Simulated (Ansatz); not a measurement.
# ClFH2Si···Cl (doublet): what the fields show

The calculation's input:

```
crystal:
  periodic: [false, false, false]
  atoms:
    - { symbol: Si, position_ang: [0.09535, 0.074632, 0.670367] }
    - { symbol: Cl, position_ang: [-1.657829, 0.583064, 1.825403] }
    - { symbol: H, position_ang: [1.19505, 1.062749, 0.836306] }
    - { symbol: Cl, position_ang: [-0.837986, 0.862725, -1.109496] }
    - { symbol: H, position_ang: [0.239465, -1.341732, 0.285278] }
    - { symbol: F, position_ang: [0.651849, -0.694738, 2.370442] }
magnetization:
  spin_polarized: true
  initial_magnetization: 1
basis:
  gaussian: { orbitals: "6-31G*" }
hamiltonian:
  xc: blyp
  dispersion: d4
relax:
  f_tol: 0.03
  max_steps: 50
output:
  orbitals: {}
```

Run with:

```sh
ansatz run input.yaml --threads 2 --pin off --max-ram 3072MiB --backend cpu --events-out ev --progress --plain --runs-dir out
```

The fields are those of the run's last geometry, not of the input's.

All numbers below come from UKS BLYP-D4/6-31G* in Ansatz.

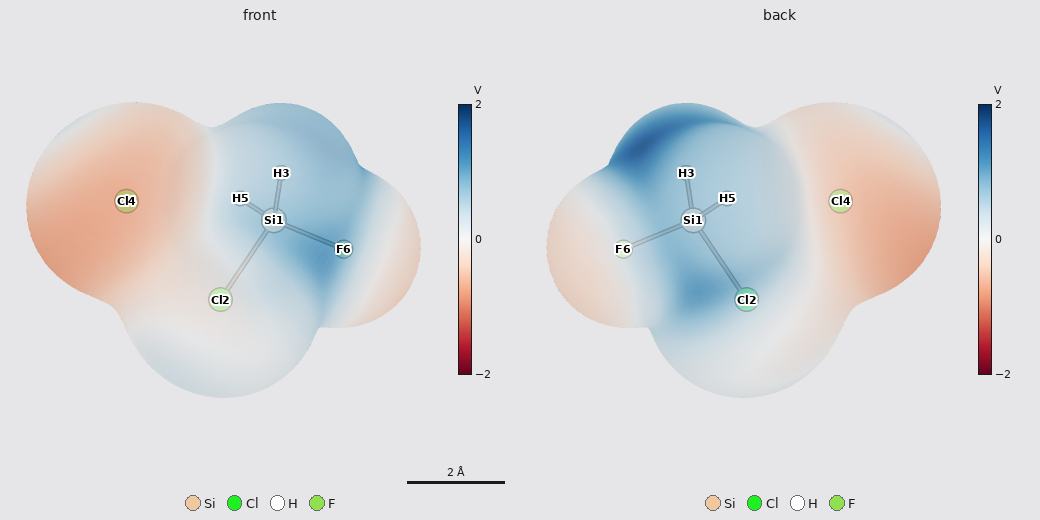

Figure 1. The molecular electrostatic potential painted on the density surface at 0.001 e/bohr³, seen from the front and from behind; red is negative and blue positive.

Q: Describe the electrostatic potential map.

A: The most negative region (about −0.7 V) lies over Cl4, the most positive (about +1.6 V) over Si1.

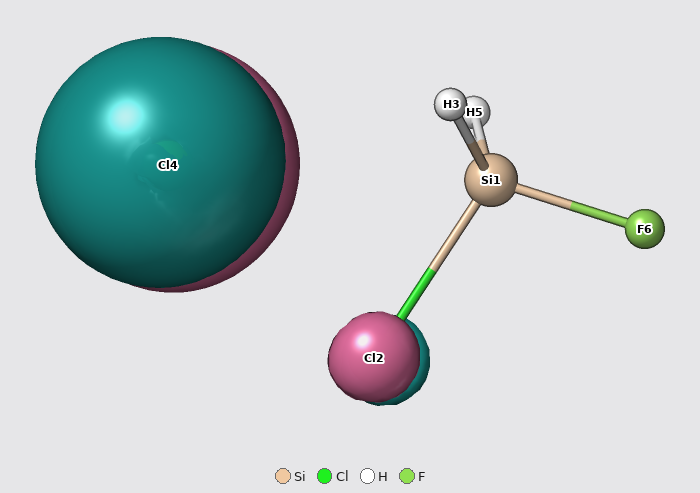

Figure 2. One frontier orbital at ±0.1 Å⁻³ᐟ² (teal and pink are the two phases), seen across its widest extent.

Q: Which orbital is it: HOMO (α) or LUMO (α)?

A: The HOMO (α), at −7.27 eV. Its weight (Hirshfeld) is mainly on Cl4 (about 95 %); largely a lone pair of Cl4.

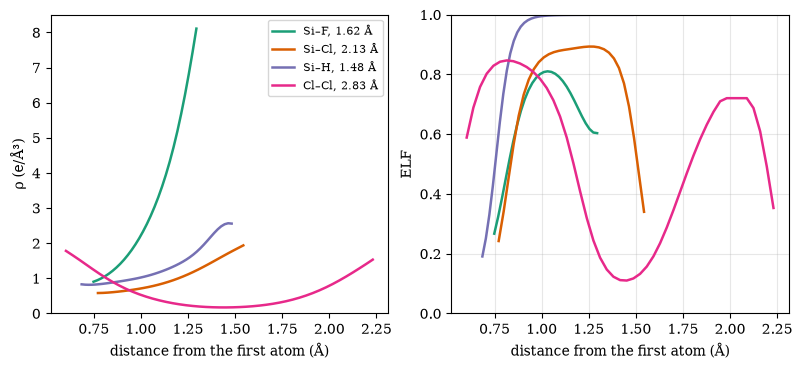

Figure 3. Total electron density and electron localisation function along straight lines between neighbouring atoms. The curves leave out the atomic cores.

Q: What can be read from the curves?

A: Si–F (1.62 Å): ρ at the midpoint is about 1.1 e/Å³; the ELF peaks at about 0.80 in the valence shell of F, 0.6 Å from its nucleus, and is about 0.45 at the midpoint.
Si–Cl (2.13 Å): the density is about 0.78 e/Å³ at the midpoint; the ELF peaks at about 0.90 between the atoms; a polar covalent bond.
Si–H (1.48 Å): ρ at the midpoint is about 0.82 e/Å³; the ELF climbs to about 1 towards the hydrogen, as it does in any bond to H.
Cl2···Cl4 (2.83 Å): the density falls to about 0.17 e/Å³ on the way; the ELF dips to about 0.10 between them.

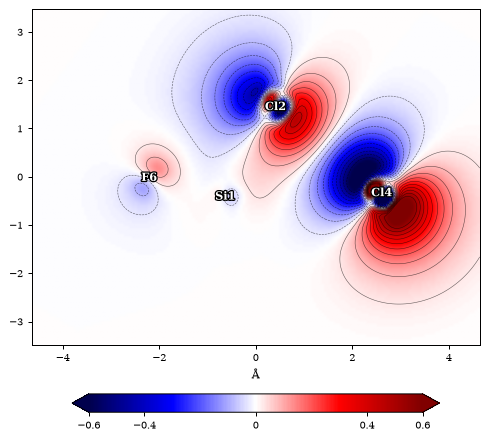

Figure 4. One frontier orbital on the plane of atoms Cl2, Si1 and F6 (values in Å⁻³ᐟ²; the overall sign is arbitrary).

Q: Which orbital is it: HOMO (β) or LUMO (β)?

A: The LUMO (β), at −6.30 eV. By Hirshfeld shares it lies mainly on Cl4 (about 75 %) and Cl2 (about 25 %).
